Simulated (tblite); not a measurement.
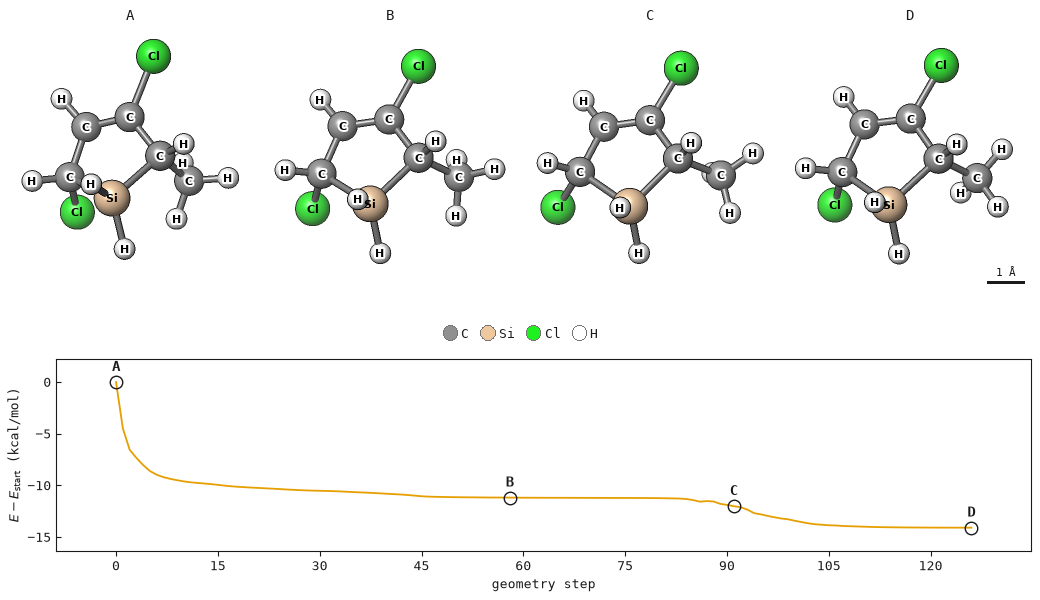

Frames of a relaxation of C$_{5}$H$_{8}$Cl$_{2}$Si, marked on the history of the run. The picture is a ball-and-stick view, seen at a tilt.

Computed with GFN2-xTB geometry optimisation, gas phase (tblite 0.8.0). 

> Describe the path.

The atom that moves furthest after the best rigid fit is an H atom (1.39 Å). By element the largest moves are H 1.39 Å, Cl 0.66 Å, C 0.30 Å, Si 0.25 Å. Among the contacts that change: C–Cl 1.809 → 1.726 Å, C–Cl 1.755 → 1.812 Å, C–Si 1.868 → 1.917 Å, C–C 1.287 → 1.327 Å. Bond angles that change, for instance: Si–C–H 108.3° → 117.5°, Cl–C–C 115.1° → 108.6°, Si–C–C 98.5° → 104.7°. Groups turn about C–C by about 60°, C–Si by about 20°. Over 126 geometry steps the energy falls by 14.1 kcal/mol. From step 0 to 58: a Cl atom moves most (0.71 Å), energy −11.2 kcal/mol. From step 58 to 91: an H atom moves most (0.59 Å), energy −0.83 kcal/mol. From step 91 to 126: an H atom moves most (0.64 Å), energy −2.08 kcal/mol.
